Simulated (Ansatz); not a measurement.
# SiH+ (triplet): inputs that go wrong at distance Si1–H2 = 4.237 Å

3 inputs are run for SiH+ (triplet) as typed; the log has to tell whether the result can be used and what must change.

The runs use Ansatz 0.2.0, Gaussian basis; the settings change from run to run.

17 further runs of the same task are left out: 2 for a known fault of the program, 12 that didn't finish, 3 set aside as unsound or not needed.

## 1. What is computed

The geometry derives from a PBE0/def2-TZVP stationary point (not a proven minimum). One bond is set to the value named and the two fragments are kept rigid.

2 atoms, charge 1, spin multiplicity 3.

Atoms are counted from 1 here; the program's logs count them from 0.

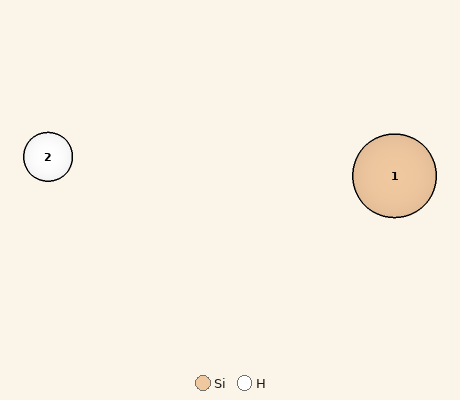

The structure; silicon light orange, hydrogen white; atoms are numbered from 1 in the order of the file.

## 2. Try 1

File in.yaml:

```yaml
crystal:
  periodic: [false, false, false]
  atoms:
    - {symbol: Si, position_ang: [0.000000, 0.000000, 0.000000]}
    - {symbol: H, position_ang: [0.000000, 0.000000, 4.237000]}
basis:
  gaussian: {orbitals: STO-3G, point_charges: [{charge: 0.50, position_ang: [3.664, -0.349, 0.334]}]}
total_charge: 1
magnetization: {spin_polarized: false, initial_magnetization: 2}
correlation: {method: fic_mrcisd_q, electrons: all, active_space: {window: {electrons: 4, orbitals: 4}, states: [{multiplicity: 3, weights: [1, 1]}], root: 2}}
```

Launch:

```console
ansatz run in.yaml --threads 1 --pin off --events-out ev --progress --plain --max-ram 2393MiB
```

Output:

```text
Error: the active space averages no state 2, counted from zero
```

Wall time 0.03 s (1 thread of Intel Xeon Platinum 8259CL at 2.50GHz, shared host).

What is wrong: The run was refused. The root asked for lies beyond the states averaged. To mend it, average more states or name a lower root.

## 3. Try 2

File in.yaml:

```yaml
crystal:
  periodic: [false, false, false]
  atoms:
    - {symbol: Si, position_ang: [0.000000, 0.000000, 0.000000]}
    - {symbol: H, position_ang: [0.000000, 0.000000, 4.237000]}
basis:
  gaussian: {orbitals: 6-31G, fitting: {mean_field: def2-universal-jkfit}, point_charges: [{charge: -1.00, position_ang: [2.809, 0.481, 0.267]}]}
total_charge: 1
magnetization: {spin_polarized: false, initial_magnetization: 2}
correlation: {method: caspt2, electrons: valence}
output: {forces: true}
```

The command is unchanged.

Output:

```text
Error: YAML parse error: error: line 10 column 23: unknown variant `caspt2`, expected one of mp2, rpa, ccsd, ccsd_t, bccd, bccd_t, ccsdt, ccsdt_q, ccsdt_q_b, ccsdtq, fci, sc_nevpt2, fic_nevpt4_sd, fic_mrcisd_q, fic_mrcisd_q_relaxed
  --> <input>:10:23
   |
 8 | total_charge: 1
 9 | magnetization: {spin_polarized: false, initial_magnetization: 2}
10 | correlation: {method: caspt2, electrons: valence}
   |                       ^ unknown variant `caspt2`, expected one of mp2, rpa, ccsd, ccsd_t, bccd, bccd_t, ccsdt, ccsdt_q, ccsdt_q_b, ccsdtq, fci, sc_nevpt2, fic_nevpt4_sd, fic_mrcisd_q, fic_mrcisd_q_relaxed
11 | output: {forces: true}
   |
```

Run time: 0.03 s. Hardware: 1 thread of Intel Xeon Platinum 8259CL at 2.50GHz, shared host.

**Diagnosis.** The run was refused. The method's name isn't one that the program knows. To mend it, name one from the list in the message.

## 4. Try 3

File in.yaml:

```yaml
crystal:
  periodic: [false, false, false]
  atoms:
    - {symbol: Si, position_ang: [0.000000, 0.000000, 0.000000]}
    - {symbol: H, position_ang: [0.000000, 0.000000, 4.237000]}
basis:
  gaussian: {orbitals: def2-SVPD}
total_charge: 1
magnetization: {spin_polarized: false, initial_magnetization: 2}
correlation: {method: fic_mrcisd_q, electrons: outside_noble_gas}
accuracy: high
```

The command is unchanged.

Output:

```text
Error: this correlation method needs an active space: name one as the reference
```

It took 0.03 s on 1 thread of Intel Xeon Platinum 8259CL at 2.50GHz, shared host.

Diagnosis: The run was refused. This method needs an active space and has none. Fix: add an active_space block.

## 5. How the runs ended

```
try                     level    ended                                               cause    time
  1      MRCISD+Q(4,4)/STO-3G  refused  the root asked for lies beyond the states averaged  0.03 s
  2            'caspt2'/6-31G  refused  the method's name isn't one that the program knows  0.03 s
  3  'fic_mrcisd_q'/def2-SVPD  refused      this method needs an active space and has none  0.03 s
```

3 refused.
